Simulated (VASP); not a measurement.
```
Os
1.0
   -1.53652     1.53652     1.53652
    1.53652    -1.53652     1.53652
    1.53652     1.53652    -1.53652
Os
1
Cartesian
  0.00000   0.00000   0.00000
```

Level of theory: r2SCAN meta-GGA, VASP's PBE PAW potentials (set 64) (plane waves; VASP). Numerical set-up: 400 eV cut-off, 19×19×19 Γ-centred mesh, tetrahedra with Blöchl corrections, potentials Os.

Unless said otherwise, spin-orbit coupling is left out, though it shifts the bands of the heavy elements here.

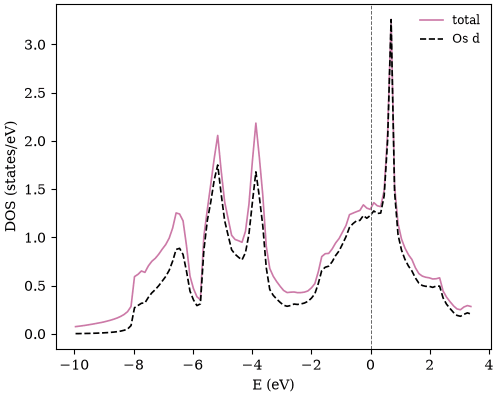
Fig. 1. Total and projected density of states, zero at the Fermi level

Within 2 eV below the Fermi level the largest weight inside VASP's projection spheres is Os d.

It has no gap at this level: it comes out as a metal or semimetal.

The structure was generated: Os was put into the bcc type (Im-3m), which need not be its known phase. It was relaxed first.
